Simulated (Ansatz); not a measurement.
The parent structure is FeS₂ (space group Pnnm, No. 58; a = 4.367 Å, b = 5.333 Å, c = 3.344 Å; non-magnetic).

The change: a hydrostatic pressure of 50 GPa.

Level of theory: PBEsol in Ansatz (plane waves to 420 eV, PAW, no SOC).

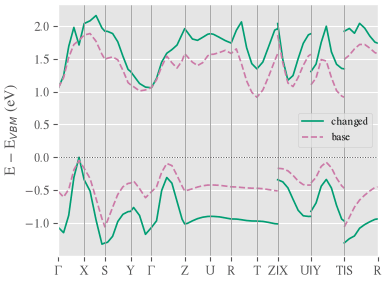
Figure. Highest valence and lowest conduction band along the path, each from its own valence-band maximum

### Question
Read the changed gap and its character from the plot.

### Answer
About 1.06 eV, indirect, Γ–X (80 % along) → Γ.

Load acts through the strain it causes; cell and atoms are relaxed under it. Whether these cells are dynamically stable was not tested. Competing high-pressure phases were not computed. Seeded moments were not kept for the base. All final runs are without spin polarisation.

Ansatz is a first-principles code.
